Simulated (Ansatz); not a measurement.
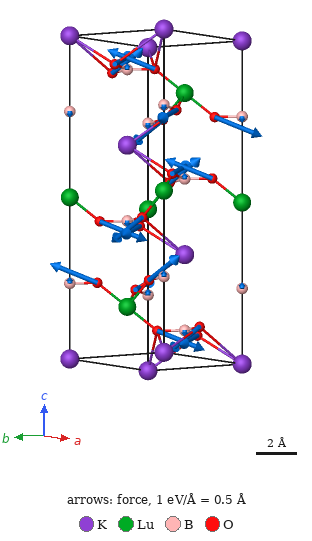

Starting geometry of solid KLuB2O6 (a generated structure, set up in R-3) with the computed forces as blue arrows. The picture is a ball-and-stick view of the conventional cell (3 times the calculation's cell), seen from a free direction. Lengths and directions refer to the drawn axes.

The start is a swapped structure.

The calculation used DFT, PAW plane waves, r2SCAN in Ansatz. Set-up: plane-wave cutoff 500 eV; k-point mesh 5 × 5 × 5; occupations fermi dirac; smearing width 0.1 eV; no spin polarisation; atoms relaxed in a fixed cell; at most 60 steps.

Q: Is this structure relaxed? If not, where do the atoms go?

A: It isn't relaxed: the largest force vector, on O atoms, is 5.28 eV/Å. The final displacements follow the starting forces only in part (cosine between the two patterns 0.49). The energy falls by 207 meV per atom in 6 accepted moves (7 points after the start). Largest force component: 4.9 eV/Å at the start, 0.0083 eV/Å at the end. 1 step only repeated the SCF at the same geometry. The largest moves, 0.28 Å, are those of O atoms. By element the largest moves are O 0.28 Å, B 0.15 Å. K and Lu stay in place. The cell doesn't change. Among the contacts that change: K–O 2.919 → 2.669 Å, Lu–O 1.970 → 2.149 Å, K–O 3.175 → 3.330 Å, B–O 1.405 → 1.349 Å. Among the angles between lasting bonds that change: K–O–B 97.8° → 107.6°, K–O–Lu 102.5° → 93.9°, K–O–B 87.1° → 78.5°. The space group stays R-3 (No. 148).
